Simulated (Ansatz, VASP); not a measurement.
# CeO2 in two plane-wave programs

One calculation is typed for both programs; each brings its own data sets and cutoff. How far apart do they land?

Program: Ansatz 0.2.0. Level of theory: plane waves, with VASP 6.6.1 beside it; relaxation of cell and atoms at r2SCAN. Results are calculated unless marked as measured.

**1. Starting point**

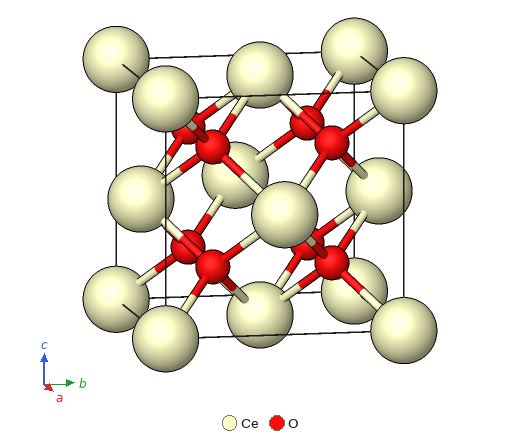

The starting structure, seen slightly off an axis (cerium light yellow, oxygen red). This picture shows the conventional cell, with its axes. Some periodic images of atoms are drawn too.

**2. Ansatz: relaxation of cell and atoms, r2SCAN**

Ansatz runs on its default PAW (the set named soft_2) files.

The relaxed volume is the usual yardstick between codes: its relative difference is about their pressure difference at one cell divided by the bulk modulus.

input.yaml

```yaml
crystal:
  lattice:
    - [0.0, 2.7177818231, 2.7177818231]
    - [2.7177818231, 0.0, 2.7177818231]
    - [2.7177818231, 2.7177818231, 0.0]
  atoms:
    - { symbol: Ce, position: [0.0, 0.0, 0.0] }
    - { symbol: O, position: [0.75, 0.75, 0.75] }
    - { symbol: O, position: [0.25, 0.25, 0.25] }
hamiltonian:
  xc: r2scan
  pseudopotentials: { kind: paw }
kpoints:
  mp_grid: { grid: [8, 8, 8] }
scf:
  occupations: { method: gaussian, width: 0.03 }
relax:
  f_tol: 0.01
  max_steps: 60
  cell: { stress_tol: 0.05 }
output:
  forces: true
  stress: true
  write_density: true
  write_potential: true
  elf: true
  volumetric_format: npy
```

Command:

```
$ ansatz run input.yaml --threads 4 --pin off --max-ram 9216MiB --backend cpu --events-out ev --progress --plain --runs-dir out
```

Numbers of over 12 decimals in the logs are rounded to 6 here.

Output:

```text
band count auto-derived: 22 (N_el = 24.0; filled up to band 12; 16 by the electrons, moments and atoms)
Engine: ansatz 0.2.0, aarch64-unknown-linux-gnu
Pseudopotentials: kind: paw
Pseudopotential: Ce, paw, valence charge 12, recommended cutoff 500 eV (meta_gga), Ce.paw.azcp
Pseudopotential: O, paw, valence charge 6, recommended cutoff 500 eV (meta_gga), O.paw.azcp
Functional definition: r2SCAN
  parameter k0 = 0.174
  parameter k1 = 0.065
  parameter a1 = 4.9479
  exchange = r2scan_x(k0 = k0, k1 = k1, a1 = a1)
  correlation = r2scan_c
this run first makes a single point of its starting geometry, whose open f shells choose their order, for its own SCFs to start from. `scf.lower_state_search: off` leaves that single point out
Crystal: 3 atoms, lattice volume = 40.149 Å³
Basis set: ecut = 500 eV, 965 PW (Γ), exchange–correlation on 120×120×120 points (64 copies of the dense FFT grid, shifted against one another)
Bands: 22, of which v1, the nominal top of the filled ones, is band 12 counted from 1 (11 counted from 0)
Symmetry: 48 space group operations
Space group: Fm-3m (ITA 225), of the structure as read, at distance tolerance 3.4e-5 Å
k-points: 29 of 512
Non-local potential: Ce, projectors of the file, l = 0: 3, l = 1: 2, l = 2: 2, l = 3: 3
Non-local potential: O, projectors of the file, l = 0: 2, l = 1: 2, l = 2: 1
PAW form: soft (Blöchl's): semilocal exchange-correlation on the pseudo side does not see the compensation charge
PAW frozen core: Ce, regenerated for the run's functional (the file was generated under x = pbe(κ = 0.804, μ = 0.219515), c = pbe(β = 0.066725))
PAW frozen core: O, regenerated for the run's functional (the file was generated under x = pbe(κ = 0.804, μ = 0.219515), c = pbe(β = 0.066725))
PAW one-centre angular grid: Ce, 2702 points (default); XC on 160 Gauss nodes
PAW one-centre angular grid: O, 302 points (default); XC on 160 Gauss nodes
Initial density: superposition of atomic densities (chi_scale 0.1, normalization cell, long waves kept (reshape's long-wave potential 0.00 eV rms))
Initial wavefunctions: pseudopotential atomic-orbital guess
Functional: x = r2scan, c = r2scan; τ floored in thin density (d = 2e-4 eV/Å³)
SCF iter   1: F=—  HF=-7735.919004 eV  |F-HF|=—  |Δ(HF+E_count)|=         —  Δρ=1.78e-1  dr2=5.96e0  dr2_τ=2.76e-1  ethr=3.10e-3  ⟨swp⟩=5.1  Hψ=2778  notcnv=0
preconditioner: auto → none  [insulator: Δε(μ)=6.107 eV  Ē_g=15.845 eV  σ=0.030 eV  W_gap=1.00  n_scr=14 (ndim 8)  ℏωp=27.5 eV  f_vac=0.002  D(μ)=0.00/eV (n_scr^D=0)  ε∞_Penn≈4.0]
SCF iter   2: F=—  HF=-7733.095082 eV  |F-HF|=—  |Δ(HF+E_count)|=    2.82e0  Δρ=8.84e-2  dr2=1.21e0  dr2_τ=4.86e-1  ethr=3.10e-3  ⟨swp⟩=4.0  Hψ=1860  notcnv=0  defer=87
SCF iter   3: F=—  HF=-7732.922010 eV  |F-HF|=—  |Δ(HF+E_count)|=   1.73e-1  Δρ=4.16e-2  dr2=2.87e-1  dr2_τ=8.14e-2  ethr=3.10e-3  ⟨swp⟩=2.1  Hψ=1107  notcnv=0  defer=87
SCF iter   4: F=—  HF=-7732.817119 eV  |F-HF|=—  |Δ(HF+E_count)|=   1.05e-1  Δρ=1.16e-2  dr2=9.99e-3  dr2_τ=7.04e-3  ethr=1.20e-3  ⟨swp⟩=2.6  Hψ=1250  notcnv=0  defer=87
SCF iter   5: F=—  HF=-7732.819640 eV  |F-HF|=—  |Δ(HF+E_count)|=         —  Δρ=2.95e-3  dr2=1.71e-3  dr2_τ=4.02e-4  ethr=4.16e-5  ⟨swp⟩=2.2  Hψ=1142  notcnv=0  defer=87
Mixer restart at iter 5: flushing history
iteration 5: the lowest order of the open f orbitals that was found in this iteration's bands is taken; no other order was found there
SCF iter   6: F=—  HF=-7732.818787 eV  |F-HF|=—  |Δ(HF+E_count)|=   8.54e-4  Δρ=1.06e-3  dr2=2.52e-4  dr2_τ=4.27e-5  ethr=7.12e-6  ⟨swp⟩=2.0  Hψ=1189  notcnv=0  defer=87
SCF iter   7: F=—  HF=-7732.819582 eV  |F-HF|=—  |Δ(HF+E_count)|=         —  Δρ=1.11e-3  dr2=4.14e-4  dr2_τ=5.24e-5  ethr=1.05e-6  ⟨swp⟩=2.0  Hψ=985  notcnv=0  defer=87
Mixer restart at iter 7: flushing history
SCF iter   8: F=—  HF=-7732.819123 eV  |F-HF|=—  |Δ(HF+E_count)|=   4.59e-4  Δρ=1.01e-3  dr2=3.68e-4  dr2_τ=5.57e-5  ethr=1.05e-6  ⟨swp⟩=2.0  Hψ=1182  notcnv=0  defer=87
SCF iter   9: F=—  HF=-7732.819100 eV  |F-HF|=—  |Δ(HF+E_count)|=   2.33e-5  Δρ=1.36e-4  dr2=3.61e-6  dr2_τ=5.72e-7  ethr=1.05e-6  ⟨swp⟩=2.1  Hψ=897  notcnv=0  defer=87
SCF iter  10: F=—  HF=-7732.819071 eV  |F-HF|=—  |Δ(HF+E_count)|=   2.85e-5  Δρ=7.14e-5  dr2=1.84e-6  dr2_τ=8.08e-8  ethr=1.50e-8  ⟨swp⟩=2.6  Hψ=1004  notcnv=0  defer=87
SCF iter  11: F=—  HF=-7732.819060 eV  |F-HF|=—  |Δ(HF+E_count)|=   1.13e-5  Δρ=6.25e-5  dr2=1.62e-6  dr2_τ=8.74e-8  ethr=7.68e-9  ⟨swp⟩=3.4  Hψ=1403  notcnv=0  defer=87
SCF iter  12: F=—  HF=-7732.819055 eV  |F-HF|=—  |Δ(HF+E_count)|=   5.00e-6  Δρ=1.20e-5  dr2=4.49e-8  dr2_τ=2.29e-9  ethr=6.76e-9  ⟨swp⟩=2.0  Hψ=986  notcnv=0  defer=87
SCF iter  13: F=-7732.819055 eV  HF=-7732.819055 eV  |F-HF|=7.08e-10  |Δ(HF+E_count)|=   5.63e-8  Δρ=2.04e-6  dr2=1.19e-9  dr2_τ=1.17e-10  ethr=1.87e-10  ⟨swp⟩=1.0  Hψ=1727  notcnv=0
SCF 1 converged in 13 iterations: F = -7732.819055 eV  dr2 = 1.19e-9
  greatest PAW one-centre occupation: 0.956 electrons in one spin orbital (limit 2), on the Ce atom at site 0 (counted from 0), in its partial waves of l = 0
this run first made a single point of its starting geometry. It occupied open shells automatically (`scf.initial_density.shell_occupations`). This run's own SCFs start from that state's density.
Initial density: read from a saved state, or passed on in memory by an earlier SCF of this step, an earlier step, the calling program or the single point that the run made first
iter 1 solved again at ethr=4.60e-8 eV; its pass at ethr=3.10e-3 eV (dr2=1.10e-5 eV) is discarded
SCF iter   1: F=—  HF=-7732.819054 eV  |F-HF|=—  |Δ(HF+E_count)|=         —  Δρ=2.24e-6  dr2=1.33e-9  dr2_τ=1.63e-10  ethr=4.60e-8  ⟨swp⟩=4.7  Hψ=5000  notcnv=0
eigensolver tolerance schedule: the retry pair's looser diagonalisation over-reported the residual by 8322.82 of it (diagonalisation noise at 0.14 of the residual, at the tolerance the schedule requests for it); recorded, not acted on — ethr = c·dr2/N_el stays at c = 1.0e-1
preconditioner: auto → none  [insulator: Δε(μ)=2.207 eV  Ē_g=12.485 eV  σ=0.030 eV  W_gap=1.00  n_scr=14 (ndim 8)  ℏωp=27.5 eV  f_vac=0.044  D(μ)=0.00/eV (n_scr^D=0)  ε∞_Penn≈5.8]
SCF iter   2: F=-7732.819055 eV  HF=-7732.819055 eV  |F-HF|=4.83e-10  |Δ(HF+E_count)|=   5.56e-7  Δρ=1.14e-6  dr2=5.51e-10  dr2_τ=1.43e-11  ethr=5.53e-12  ⟨swp⟩=9.1  Hψ=3254  notcnv=0
SCF 2 converged in 2 iterations: F = -7732.819055 eV  dr2 = 5.51e-10
relax step   1: F+E_penalty+E_count = -7732.81905464 eV  Δ(F+E_penalty+E_count) = +0.000e0 eV  max|allowed force component| = 2.159e-17 eV/Å  Δτ_max = 0.0000 Å  P = +0.191 GPa  Ω = 40.149 Å³  (2 SCF iters, dr2 threshold 1.00e-7 eV, accepted)
[...]
relax step   2: F+E_penalty+E_count = -7732.81901987 eV  Δ(F+E_penalty+E_count) = +3.478e-5 eV  max|allowed force component| = 1.650e-16 eV/Å  Δτ_max = 0.0000 Å  P = -0.152 GPa  Ω = 40.221 Å³  energy of the carried Pulay correction = -4.337e-5 eV  (6 SCF iters, dr2 threshold 9.08e-8 eV, accepted)
[...]
relax step   3: F+E_penalty+E_count = -7732.81905425 eV  Δ(F+E_penalty+E_count) = -3.439e-5 eV  max|allowed force component| = 1.226e-16 eV/Å  Δτ_max = 0.0000 Å  P = +0.000 GPa  Ω = 40.189 Å³  energy of the carried Pulay correction = -2.411e-5 eV  (6 SCF iters, dr2 threshold 5.79e-8 eV, accepted)
[...]
relax step   4: F+E_penalty+E_count = -7732.81906039 eV  Δ(F+E_penalty+E_count) = -6.134e-6 eV  max|allowed force component| = 1.180e-16 eV/Å  Δτ_max = 0.0000 Å  P = +0.000 GPa  Ω = 40.189 Å³  stress off target by 9.62e-5 GPa  SCF on the basis re-selected at this cell (its energy is not comparable with the rows above)  (5 SCF iters)
basis re-selected at this cell: Δ(F+E_penalty+E_count) = -6.134e-6 eV, ΔP = -0.000 GPa vs the last step (what re-selecting the basis moved, of the pressure what is left beyond the Pulay correction that the steps carried, after the strain that the cell walked since its last selection, with what the two solves' SCF thresholds leave and, on support functions, any second-order correction that the steps lacked; it is no m [...]
SCF converged after 5 iterations
Free energy (F): -7732.819060 eV
Harris-Foulkes:  -7732.819060 eV  (|F-HF|=6.37e-12)
Internal energy: -7732.819060 eV  (E = F + TS)
E sigma→0 (E₀):  -7732.819060 eV
Fermi energy:    11.802609 eV
--- Per-component energies (eV) ---
  E_band       = 8.917726
  E_kinetic    = 743.464110
  E_local      = -928.940482  (includes V_loc(G=0)·N_el)
  E_nonlocal   = 24.596764
  E_hartree    = 331.314572
  E_xc         = -376.428559
  E_vxc        = -503.343514  (∫ρ·V_xc dr)
  E_paw        = -5805.799386  (= ΣΔE_a)
  E_vpaw       = -18.510860  (= ΣTr[D̂ρ^β])
  E_aug_tail   = 0.002068  (compensation charges beyond the density's cutoff)
  E_vtau       = 29.020491  (kinetic-family band-sum trace: ∫τ·v_τ [+ j·A + Jᵃ·Aᵃ] dr)
  E_ewald      = -1721.046642
  E_core_change = 0.018495  (= ΣΔE_core)
  E_smearing   = -0.000000  (= −TS)
  E_closure    = 0.000000  (closes the sum)
  Σ components = -7732.819060   (vs F -7732.819060, Δ=0.00e0)
--- Forces (eV/Å), atoms counted from 1 ---
  atom   1  Ce    -0.00000000     0.00000000     0.00000000
  atom   2  O     -0.00000000    -0.00000000    -0.00000000
  atom   3  O      0.00000000     0.00000000     0.00000000
  max |Σ_I F_I| component: 4.63e-17 eV/Å
--- Stress (GPa, compression-positive) ---
        0.000096      -0.000000       0.000000
       -0.000000       0.000096      -0.000000
        0.000000      -0.000000       0.000096
  P = ⅓ Tr σ = 0.0001 GPa (0.001 kbar)
--- Band table (eV; the first three rows and the last of 29) ---
  k-point 0: bands = [... 8 lower, 6.8107, 10.1078, 10.1078, 10.1078, 13.3086, 13.3086, 13.3086, 13.4558, ... 6 higher]
  k-point 1: bands = [... 8 lower, 7.1995, 9.9679, 10.0500, 10.0500, 13.2931, 13.2931, 13.3100, 13.4762, ... 6 higher]
  k-point 2: bands = [... 8 lower, 8.1179, 9.7156, 9.9419, 9.9419, 13.2312, 13.2312, 13.3132, 13.3973, ... 6 higher]
  k-point 28: bands = [... 8 lower, 9.6237, 9.6237, 9.9797, 10.0183, 12.9739, 13.1150, 13.1150, 13.3877, ... 6 higher]
--- Relaxed structure (3 steps of the walk, 3 accepted, 1 SCFs on fresh bases) ---
  F+E_penalty+E_count = -7732.81906039 eV   max|allowed force component| = 1.180e-16 eV/Å   (the final SCF, on the basis selected at the relaxed cell)
  cell:  # Å, volume = 40.1888 Å³
    - [0, 2.718683, 2.718683]
    - [2.718683, 0, 2.718683]
    - [2.718683, 2.718683, 0]
  atoms:
    - { symbol: Ce, position: [0, 0, 0] }
    - { symbol: O, position: [0.750000, 0.750000, 0.750000] }
    - { symbol: O, position: [0.25, 0.25, 0.25] }
```

Elapsed: 8.2 s, on 4 threads of Arm Neoverse V1, shared host; peak memory 0.49 GiB; 24 s of CPU time.

(Part 1 of 2 ends here.)

[Lines on the potential files, build, host, timing and source positions are cut from VASP's logs without a mark.]

[Logs are printed without paths, hosts, clocks, repeated set-up lines and the standing remarks that a program may print on its own settings, such as how far it seeks lower states.]

[Hosts, paths, dates, database ids (printed as entryN), source tags and the programs' standing remarks are cut or masked in the printed files.]
